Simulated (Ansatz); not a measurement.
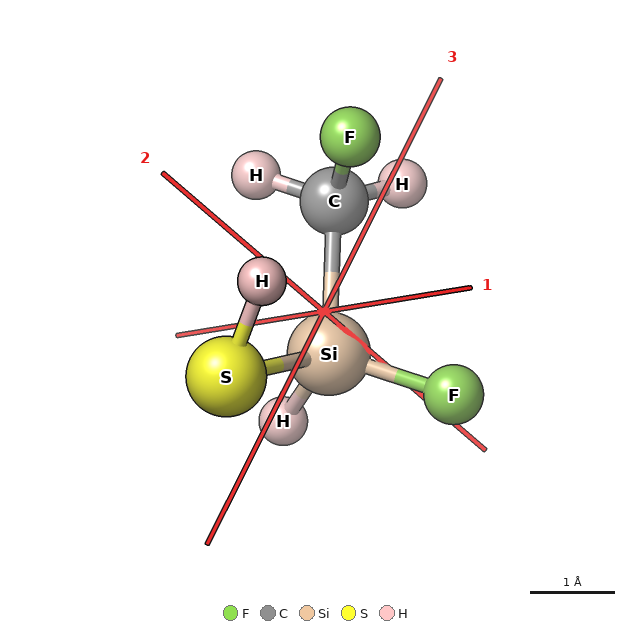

The three principal axes of inertia are drawn and numbered. Distant atoms are faded towards the background colour. The computed structure is the end point of a PBE0-D4/def2-TZVP optimisation. No frequency run is at hand to confirm it as a minimum. Masses are those of the most abundant isotopes; constants are for the rigid equilibrium geometry.

Q: Which line is the a axis (least moment of inertia), which b and which c?

A: a is line 3, b is line 2, c is line 1; the moments are 148, 207, 298 u Å².

Q: Classify the rotor and give the rotational constants (cm⁻¹).

A: An asymmetric top (C1): A = 0.114, B = 0.0813, C = 0.0566 cm⁻¹. Ray's parameter κ is −0.14, midway between the limits.
